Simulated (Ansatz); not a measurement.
# RuSe: the cost of one run

Method: DFT r²SCAN, scalar-relativistic, plane waves, PAW, in Ansatz 0.2.0.

1 further run of the same task is left out (set aside as unsound or not needed). Runs told in other sessions of the task aren't counted.

**1. The system as given**

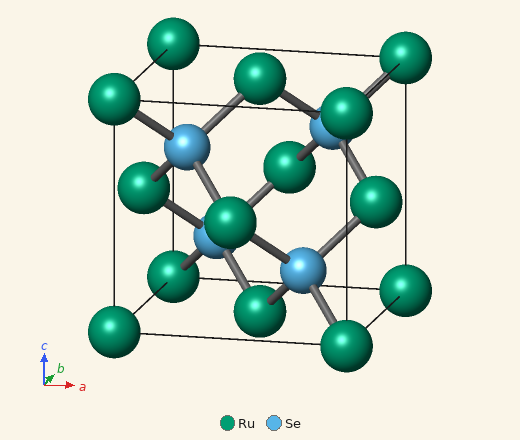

Start, viewed slightly off an axis; ruthenium teal, selenium blue. Atoms on the faces are drawn again on the opposite ones. The cell drawn here is the conventional one.

Coordinates:

```
CELL_PARAMETERS angstrom
0.00000 2.73242 2.73242
2.73242 0.00000 2.73242
2.73242 2.73242 0.00000
ATOMIC_POSITIONS crystal
Ru 0.00000 0.00000 0.00000
Se 0.25000 0.25000 0.25000
```

This cell comes from an earlier session at r²SCAN: 20.401 Å³/atom at 0.00 GPa, on a 10×10×10 mesh.

The changes: atom 1 (Ru) moved 0.02 Å along x; strain e5 = +0.03, atoms carried along; all atoms moved at random (σ = 0.1 Å), cell strained at random (1 %).

**2. Atom 1 (Ru) moved 0.02 Å along x**

input.yaml reads:

```yaml
crystal:
  lattice:
    - [0.0, 2.7324236492, 2.7324236492]
    - [2.7324236492, 0.0, 2.7324236492]
    - [2.7324236492, 2.7324236492, 0.0]
  atoms:
    - { symbol: Ru, position: [-0.0036597546, 0.0036597546, 0.0036597546] }
    - { symbol: Se, position: [0.25, 0.25, 0.25] }
basis:
  ecutwfc: 500
  ecutrho_ratio: 4
kpoints:
  mp_grid: { grid: [10, 10, 10] }
hamiltonian:
  xc: r2scan
scf:
  occupations: { method: gaussian, width: 0.05 }
output:
  forces: true
  stress: true
  eigenvalues: true
  write_density: true
  write_potential: true
  elf: true
  volumetric_format: npy
```

The run is started by

```
$ ansatz run input.yaml --threads 2 --pin off --max-ram 2662MiB --backend cpu --events-out ev --progress --plain --runs-dir out
```

What time and memory should one allow on 2 threads of Arm Neoverse V2, shared host?

About 15 s, with a peak of 0.57 GiB.
